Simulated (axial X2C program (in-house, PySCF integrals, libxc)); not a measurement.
# All-electron X2C curves of BrGe⁺

Aim: find the lowest determinant of BrGe⁺, scan the bond at several levels and fit the constants, once spin-free and once with spin–orbit coupling.

Computed with an in-house X2C program for linear molecules on PySCF integrals. Level: all-electron X2C, Br dyall-cv3z, Ge dyall-cv3z.

All values are calculated.

## (1) Input

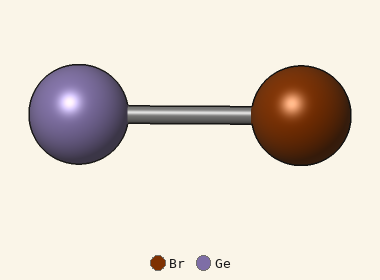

The two atoms at 2.350 Å (bromine brown, germanium purple).

Contents of task.json:

```json
{
 "zs": [
  35,
  32
 ],
 "q": 1,
 "bas": [
  "dyall-cv3z",
  "dyall-cv3z"
 ],
 "levels": [
  "PBE0",
  "HF",
  "BLYP"
 ],
 "cc": true,
 "r0": 2.35,
 "thr": -1.0,
 "nmax": 90,
 "npts": 10,
 "nst": 2,
 "ntry": 6
}
```

Keys: zs atomic numbers; q charge; bas basis sets; levels methods (HF also brings MP2); cc coupled cluster on or off; r0 starting distance in Å; thr threshold in hartree for freezing inner shells (an s shell follows its p shell); nmax most natural virtual spinors; npts points asked for on the curve; nst determinants followed; ntry starts of the search.

The run is started by

```sh
$ python so2c.py task.json out
```

Spin-free means the one-electron spin-free X2C Hamiltonian; two-component (2c) means X2C with spin–orbit coupling and atomic mean-field two-electron Coulomb and Gaunt terms. Basis: Br dyall-cv3z contracted to [8s9p6d4f1g], Ge dyall-cv3z contracted to [9s9p7d4f1g]; Gaussian nuclei, density fitting. Masses: Br 78.918 u, Ge 73.921 u.

Notation: σ, π±, δ± give the projection m of an orbital's angular momentum (0, ±1, ±2), α and β its spin, Λ and M_S the sums; ω is the projection of a spinor's total angular momentum and Ω the sum. Logs are in hartree.

After this run come: PBE0, spin-free; HF, spin-free; BLYP, spin-free; Correlated methods, spin-free; PBE0, 2c; HF, 2c; BLYP, 2c; MP2 and beyond, 2c.

What does the calculation give? Wanted: for each run, Hamiltonian; Re; ωe; De; μ.

**Answer**, as computed:

Lowest determinant that the search found at its distance, spin-free: M_S = 0, Λ = 0 (closed shell).

Lowest determinant that the search found at its distance, 2c: Ω = 0 (closed shell).

```
Hamiltonian    level  Re (Å)  ωe (cm⁻¹)  De (eV)  μ (D)
  spin-free     PBE0   2.198        369     4.31   3.29
  spin-free       HF   2.195        378     2.73   3.84
  spin-free      MP2   2.201        376     4.19    n/a
  spin-free     CCSD   2.203        373     3.91    n/a
  spin-free  CCSD(T)   2.210        367     4.10    n/a
  spin-free     BLYP   2.244        338     4.34   3.27
         2c     PBE0   2.200        368     4.19   3.29
         2c       HF   2.196        377     2.42   3.83
         2c      MP2   2.203        375     3.94    n/a
         2c     CCSD   2.205        372     3.65    n/a
         2c  CCSD(T)   2.212        366     3.84    n/a
         2c     BLYP   2.246        337     4.17   3.27
```

Dipoles are positive if Ge is the positive end and refer to the centre of mass.

**Reading.** At CCSD(T), going from spin-free to two-component changes Re by +1 mÅ, ωe by -0.2 %; the spin-free picture holds up (part of it comes from the scalar share of the two-electron terms). De moves by -0.26 eV; both De rest on single-determinant atoms, which can miss part of an open shell's spin–orbit lowering.

De refers to Br + Ge+, each in the lowest determinant found, which need not be this curve's own limit. The state is a single determinant with fixed occupations, the lowest that a limited PBE0 search found. Closed shells are restricted here (equal orbitals for both partners), which fails at long range if the bond breaks into open shells. Dissociation energies refer to the lowest single-determinant-based atoms at the same level and basis. Coupled cluster ran in a truncated set of natural virtual spinors; the MP2 energy of the rest was added. With the outer-core shells frozen, correlated bond lengths of heavy atoms tend to come out a few hundredths of an ångström too long.
